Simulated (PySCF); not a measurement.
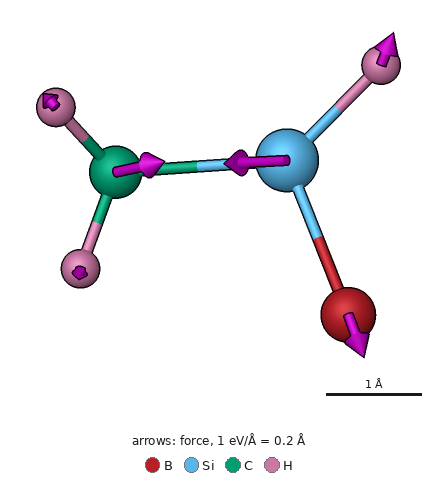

Starting geometry of CH3BSi with the computed forces as purple arrows. A ball-and-stick model, seen at a tilt.

It is one of the separated reactants of a reaction.

These are results of PySCF, RKS PBE-D4/def2-SVP, density fitting, not measurements. 

Q: Is this structure relaxed? If not, where do the atoms go?

A: It isn't relaxed: the largest force vector, on the Si atom, is 4.30 eV/Å. The final displacements have little in common with the starting forces (cosine between the two patterns −0.13). Over 32 geometry steps the energy falls by 40.5 kcal/mol. The B atom moves most after the best rigid fit: 1.21 Å. By element the largest moves are B 1.21 Å, H 0.98 Å, C 0.77 Å, Si 0.63 Å. Among the contacts that change: B–C 3.128 → 1.578 Å, B–H 3.060 → 1.724 Å, H–Si 1.420 → 1.559 Å, B–Si 1.873 → 2.004 Å. New bonds form, among them: B–C (3.13 → 1.58 Å). Bond angles that change, for instance: B–Si–C 112.2° → 47.2°, C–Si–H 138.3° → 84.6°, Si–C–H 110.0° → 146.0°. The run took 110 s on 2 threads of INTEL XEON PLATINUM 8581C @ 2.30GHz, on a shared host.
